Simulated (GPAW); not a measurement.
CSO (R3m), O K edge of atom 2, with 1 C at 1.18 Å (terminal, site symmetry 3m). Method: GPAW, LDA, full core hole (charged cell), 6-atom cell with 5.6 Å between holes, 5×5×5 k points, dipole transitions, Gaussian full width 0.9 eV up to 4 eV, rising linearly to 3.5 eV at 25 eV.

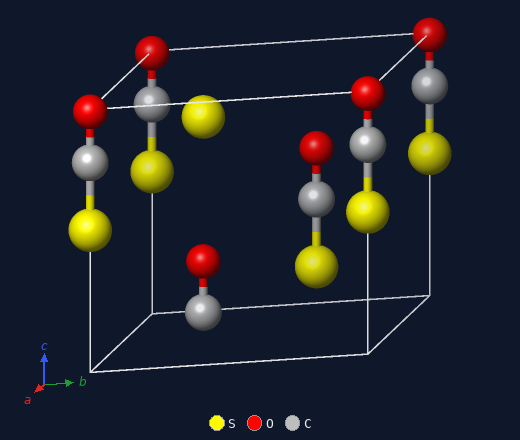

The structure (sulfur yellow, oxygen red, carbon light grey). Bonds to atoms that aren't drawn are left out. Some periodic images of atoms are drawn too.

```xyz
3
Lattice="3.2940 1.9018 2.0235 -3.2940 1.9018 2.0235 0.0000 -3.8036 2.0235" Properties=species:S:1:pos:R:3 pbc="T T T"
S     0.0000    0.0000    3.2842
O     0.0000    0.0000    6.0189
C     0.0000    0.0000    4.8425
```

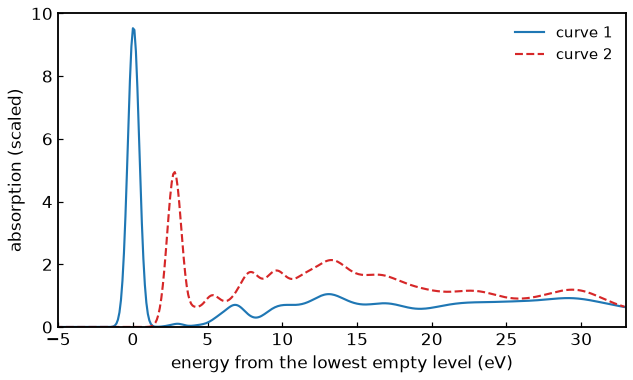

Energy from the lowest empty level; a common scale on which the isotropic spectrum has a mean of 1 over the first 20 eV.

Question: The curves are for the electric vector along different Cartesian axes of the cell as given, averaged over the symmetry-equivalent atoms. Which is which?

Curve 1: along x (⊥ c) (the other in-plane axis gives the same curve within 3 %), main maxima 0.0 eV (9.53), 6.8 eV (0.70) and 13.1 eV (1.05). Curve 2: along z (c), main maxima 2.8 eV (4.94), 9.6 eV (1.80) and 13.3 eV (2.13). A K edge sees empty p states on the absorber. Each direction probes the empty orbitals that point along it. The holes are only 5.6 Å apart, so the shape is probably not converged with cell size; no larger cell was run here. The mesh is coarse (0.24 Å⁻¹ between points), so small maxima may be mesh ripples.

[Banner, clock and machine lines of the logs are left out without a mark of their own.]

[Logs are printed without paths, hosts, clocks, repeated set-up lines and the standing remarks that a program may print on its own settings, such as how far it seeks lower states.]

[Hosts, paths, dates, database ids (printed as entryN), source tags and the programs' standing remarks are cut or masked in the printed files.]

[Lists of maxima count a maximum above −3 eV only where it reaches 4 % of the highest in the window and stands out from its surroundings by 2 % of it (1.5 % where it reaches 55 %); shoulders and weaker maxima are passed over, and of the rest the first, up to two pre-edge ones and the few strongest are named.]
